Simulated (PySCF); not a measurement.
Consider InSb (triplet).

```xyz
2

In    0.0000    0.0000   -1.5151
Sb    0.0000    0.0000    1.4399
```

Core potentials replace the inner electrons of In and Sb.

These are results of PBE0/cc-pVTZ(-PP), non-relativistic Hamiltonian with scalar-relativistic core potentials where named, at a bond length of 2.955 Å (PySCF), not measurements.

> Predict the electron density, electron localisation function and spin density between the atoms.

In–Sb (2.95 Å): ρ is about 0.32 e/Å³ halfway; the ELF is about 0.65 at the midpoint.
The unpaired spin (2 electrons) lies mostly on Sb2 (about 1.8) and In1 (about 0.2), in electrons by Hirshfeld's partition.

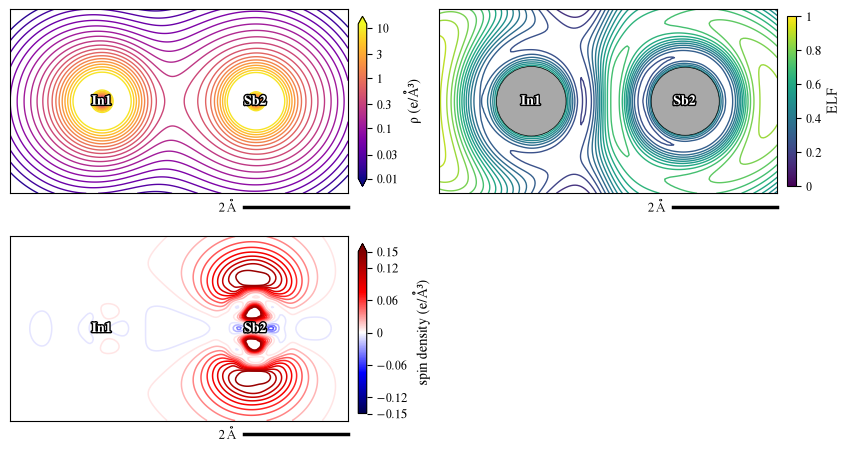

Computed electron density, electron localisation function and spin density on a plane that holds the molecular axis, in this order. Grey discs cover the atomic cores in the ELF map. 
